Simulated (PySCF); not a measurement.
Consider C5H11NOSi (SMILES C[C@H]1CC[SiH2]N1C=[O+]) (charge +1, doublet).

Input file:

```
{"job": {"kind": "epr", "basis": "pcH-1"}, "charge": 1, "multiplicity": 2}
C     -0.873438    -1.592042     0.457900
C     -0.099942    -0.732677    -0.546953
C     -0.972064     0.404509    -1.103097
C     -1.066959     1.539538    -0.101748
Si     0.738310     1.603991     0.602236
N      1.027307    -0.077135     0.064984
C      2.120211    -0.821390     0.347210
O      2.339441    -1.939983    -0.018889
H     -1.249031    -0.985045     1.277762
H     -1.707313    -2.083314    -0.034742
H     -0.209001    -2.360379     0.849993
H      0.282995    -1.403729    -1.328222
H     -1.966738     0.010097    -1.322198
H     -0.516432     0.764330    -2.027353
H     -1.340142     2.481593    -0.569854
H     -1.787922     1.333655     0.688136
H      0.888216     1.697444     2.046069
H      1.555176     2.434188    -0.282729
H      2.827526    -0.264400     0.994034
```

Command:

```sh
OMP_NUM_THREADS=1 python probes_run.py task.json out
```

Geometry: GFN2-xTB.

These are results of UKS B3LYP, pcH-1 on C H N O Si, non-relativistic, mean-field spin-orbit, GIAO in PySCF 2.14.0, density-fitted response routines, not measurements.

### What will maps of the electron density, electron localisation function and spin density show?

C–O (1.20 Å): ρ at the midpoint is about 3.4 e/Å³; the ELF peaks at about 0.90 between the atoms; a multiple bond.
C–N (1.35 Å): ρ at the midpoint is about 2.4 e/Å³; the ELF peaks at about 0.95 between the atoms: localised, covalent bonding.
Si–N (1.79 Å): ρ is about 0.96 e/Å³ halfway; the ELF peaks at about 0.95 between the atoms (a polar covalent bond).
C–Si (1.94 Å): ρ is about 0.89 e/Å³ halfway; the ELF peaks at about 0.95 between the atoms: a shared electron pair.
The unpaired spin (1 electron) lies mostly on N6 (about 0.4) and O8 (about 0.3), in electrons by Hirshfeld's partition.

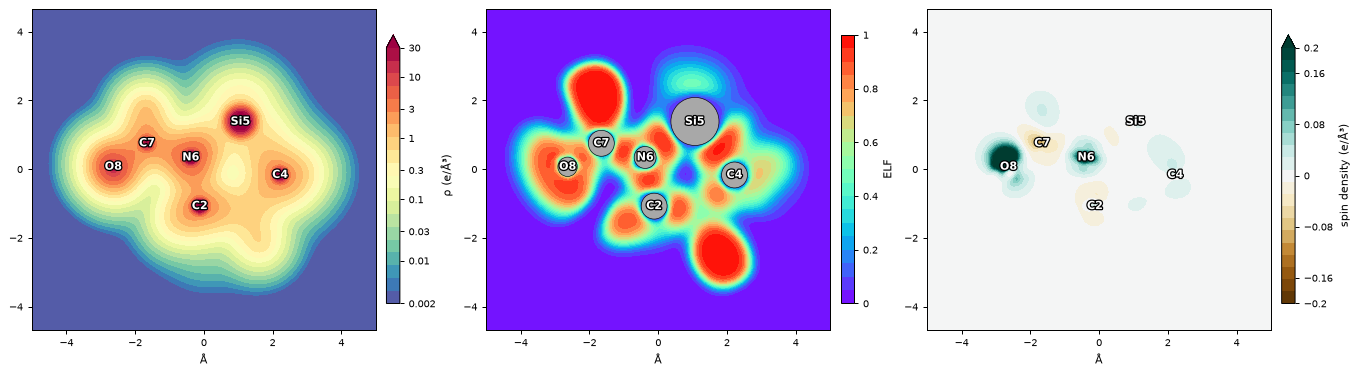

Computed electron density, electron localisation function and spin density on the plane of atoms C2, N6 and Si5, in this order. Grey discs cover the atomic cores in the ELF map. 
